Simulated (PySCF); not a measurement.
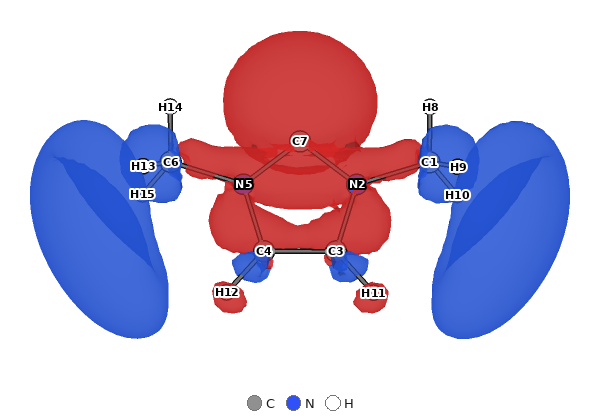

Figure 1: C5H8N2, SMILES `CN1C=CN(C)[C]1`. Unrelaxed difference density of S₃ less the ground state (TDA singlet states), ±0.005 e/Å³; blue: gain, red: loss.

Computed with PySCF, B3LYP/6-31+G*, geometry: GFN2-xTB. No frequency check shows the geometry to be a minimum.

Input script:

```python
import numpy as np
from pyscf import gto, scf, dft, tdscf
from pyscf.scf import atom_ks, atom_hf
from scipy.linalg import block_diag

def solve(mol, dm0=None, hcore=None):
    mf = (dft.UKS if mol.spin else dft.RKS)(mol, xc='b3lyp')
    mf.grids.level = 3
    mf = mf.density_fit(auxbasis='def2-universal-jkfit')
    mf.conv_tol, mf.max_cycle = 1e-8, 80
    if hcore is not None:
        mf.get_hcore = lambda *args: hcore
    mf.kernel(dm0)
    if not mf.converged:
        mf = mf.newton().run(mf.mo_coeff, mf.mo_occ, max_cycle=30)
    assert mf.converged, 'SCF not converged'
    return mf

mol = gto.M(atom='''
C     -2.42893     0.56042     0.00076
N     -1.06375     0.12350    -0.00071
C     -0.67620    -1.19384    -0.00042
C      0.67618    -1.19385     0.00043
N      1.06373     0.12349     0.00069
C      2.42892     0.56041    -0.00079
C      0.00006     0.96568     0.00006
H     -2.43637     1.64864    -0.00362
H     -2.95358     0.19688    -0.88684
H     -2.95301     0.19691     0.88870
H     -1.37812    -2.00329    -0.00046
H      1.37809    -2.00330     0.00049
H      2.95300     0.19686    -0.88873
H      2.43636     1.64862     0.00356
H      2.95357     0.19688     0.88682
''', basis='6-31+g*', charge=0, spin=0, verbose=4)
mf = solve(mol)
td = mf.TDA()
td.nstates, td.singlet, td.conv_tol = 5, True, 1e-5
td.kernel()
td.analyze()
x, y = np.array([p[0] for p in td.xy]), np.array([p[1] + 0 * p[0] for p in td.xy])
f, mu = td.oscillator_strength(), td.transition_dipole()
nto = [td.get_nto(state=i + 1, verbose=4) for i in range(len(td.e))]
# spherically averaged free atoms, for the promolecule
atm = atom_ks.get_atm_nrks(mol, xc='b3lyp')
pro = block_diag(*[(atm[a[0]][2] * atm[a[0]][3]) @ atm[a[0]][2].T for a in mol._atom])
np.savez('result.npz', e=td.e, f=f, ok=td.converged, w=[n[0] for n in nto], nto=[n[1] for n in nto], x=x, y=y, c=mf.mo_coeff, occ=mf.mo_occ, eps=mf.mo_energy, pro=pro, mu=mu)
```

Run with:

```sh
OMP_NUM_THREADS=1 python input.py
```

The run took 5 min on 1 thread of Arm Neoverse V2, with other jobs on the host, peak memory 0.77 GiB.

Q: How does the charge move on excitation?

A: 0.94 e is displaced in all, largely into diffuse regions outside the molecule. The state: 5.38 eV (231 nm), f = 0.012, σ → diffuse (Rydberg-like) orbital; the leading pair carries 100 %; hole on C7 (74 %) and N2 and N5 (7 % each), electron on C1 and C6 (18 % each), H9, H10, H13 and H15 (7 % each) and C3 and C4 (6 % each) (atom shares of so diffuse an orbital are rough); their centroids lie 1.4 Å apart; S₄ lies within 0.1 eV of it.
